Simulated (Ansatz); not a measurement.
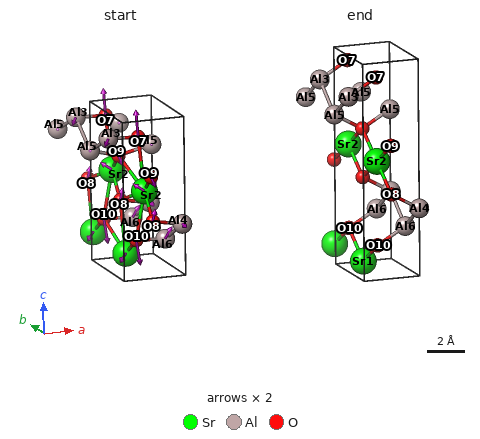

The structure of a crystal of SrAl₂O₂ (a generated structure, set up in P1) (coarse preliminary run) before (left) and after (right) a relaxation, at one scale. The purple arrows give the displacements (the part carried along by the change of the cell is left out), magnified 2 times.

A ball-and-stick model of the cell of the calculation, repeated 1 × 2 × 1 with one cell outlined, seen slightly off an axis.

All numbers below come from Ansatz, DFT PBE, scalar-relativistic, plane waves, PAW. Set-up: plane-wave cutoff 420 eV; k-point mesh 6 × 4 × 4; occupations gaussian; smearing width 0.2 eV; no spin polarisation; cell and atoms relaxed; force threshold 0.025 eV/Å; at most 60 steps.

Question: What changed between the two?

Answer: The run was cut off at its time limit before the relaxation converged, so the last structure is only a point on the way. The largest move relative to the cell is that of O7, 0.78 Å along +c. By element the largest moves are O 0.78 Å, Al 0.42 Å, Sr 0.39 Å. The drawn cell changes as follows: a 3.567 → 3.213 Å (−9.9 %), b 5.066 → 4.363 Å (−13.9 %), c 8.773 → 12.064 Å (+37.5 %), α 87.9° → 89.9°, β 89.6° → 89.9°, γ 88.9° → 90.0°; the volume changes by +6.8 %. Some distances before and after: Sr2–O10 2.764 → 4.671 Å, Sr1–O8 2.935 → 4.679 Å, Sr2–O7 2.991 → 4.666 Å, Sr1–O9 3.437 → 4.684 Å. Bonds break: Sr1–O8 (2.93 → 4.68 Å), Sr2–O10 (2.76 → 4.67 Å), Sr2–O7 (2.99 → 4.67 Å). Among the angles between lasting bonds that change: O7–Al3–O7 175.9° → 120.1°, Al3–O7–Al3 175.9° → 120.1°, O10–Al6–O10 168.3° → 120.2°. The space group stays P1 (No. 1). The energy falls by 327 meV per atom in 13 accepted moves (14 points after the start). Largest force component: 2 eV/Å at the start, 0.22 eV/Å at the end. The pressure goes from 4.70 to 0.48 GPa. At 1 point the geometry stayed and the basis and grid were re-selected for the new cell (energy shift of 40.7 meV per atom at most each time).
